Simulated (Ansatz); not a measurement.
Consider C$_{2}$H$_{8}$FGaO (SMILES [CH3][Ga-]([CH3])([OH2+])[F]).

```tsv
atom	x (Å)	y (Å)	z (Å)
C	-1.7571	0.2173	-0.9756
Ga	0.0926	0.0424	-0.3608
C	1.1229	-1.4944	0.3009
O	0.2155	1.4220	1.3222
F	1.1740	1.3357	-1.0556
H	-2.4536	-0.2670	-0.2881
H	-2.0262	1.2713	-1.0616
H	-1.8796	-0.2448	-1.9580
H	2.1299	-1.1899	0.5936
H	0.6342	-1.9674	1.1565
H	1.2200	-2.2538	-0.4785
H	0.7616	1.1070	2.0494
H	0.7861	1.9867	0.7704
```

Geometry: PBE0-D4/def2-TZVP.

Method: RKS PBE0-D4/def2-TZVPP (Ansatz).

### What will maps of the electron density and electron localisation function show?

C–Ga (1.96 Å): the density is about 0.79 e/Å³ at the midpoint; the ELF peaks at about 0.90 in the valence shell of C, 0.7 Å from its nucleus, and is about 0.55 at the midpoint.
Ga–O (2.18 Å): ρ is about 0.36 e/Å³ halfway; the ELF peaks at about 0.90 in the valence shell of O, 0.6 Å from its nucleus, and is about 0.20 at the midpoint.
O–H (0.96 Å): ρ at the midpoint is about 3.8 e/Å³; the ELF climbs to about 1 towards the hydrogen, as it does in any bond to H (an ordinary covalent bond to hydrogen).
C–H (1.09 Å): ρ is about 1.9 e/Å³ halfway; the ELF climbs to about 1 towards the hydrogen; an ordinary covalent bond to hydrogen.

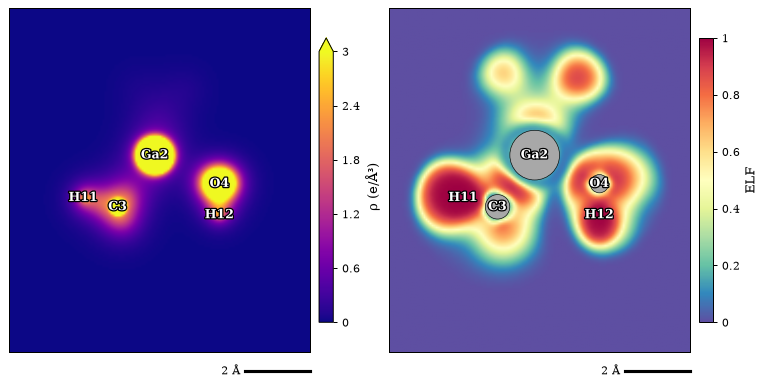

Computed electron density and electron localisation function on the plane of atoms Ga2, O4 and H12, in this order. Grey discs cover the atomic cores in the ELF map. 
